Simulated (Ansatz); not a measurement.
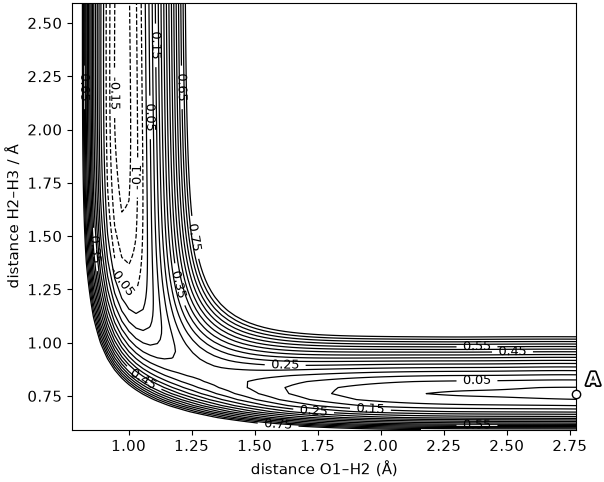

The system O + H₂, spin multiplicity 3. 
- The first coordinate is: distance O1–H2; the second: distance H2–H3.
- Nothing is relaxed (the angle O1–H2–H3 is fixed at 180 degrees).
- The scan uses a 17 × 17 grid.
- Points are written as (first, second).
- Energies: eV, counted from O far from the relaxed HH (each part in its own basis).
- In part of the range the unrestricted reference is strongly spin-contaminated.
- Level of theory: Ansatz, UKS PBE0-D4/def2-SVPD.

In the figure: contour lines labelled in eV (none above 0.75), the point A. Between grid points the surface is interpolated.

Question: Find the lowest path from A to the other arm of the map, and its barrier.

Answer: The easiest path runs from the side where the first distance is long, about (2.78 Å, 0.76 Å), to the side where the second distance is long, about (0.97 Å, 2.42 Å). Its highest point, at about (1.29 Å, 0.87 Å), lies about 0.2 eV above the start and 0.36 eV above the end on the interpolated surface. An end on the edge of the scan is no minimum, so the barrier from there is a lower bound.

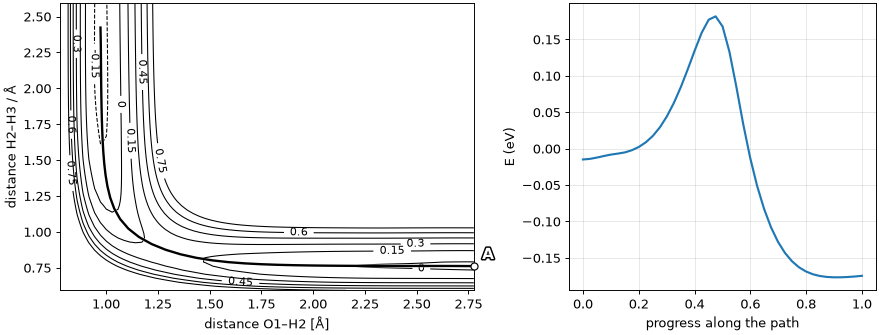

In the figure: contour lines labelled in eV (none above 0.75), a line along the lowest path, the energy along the path at the right. Between grid points the surface is interpolated.
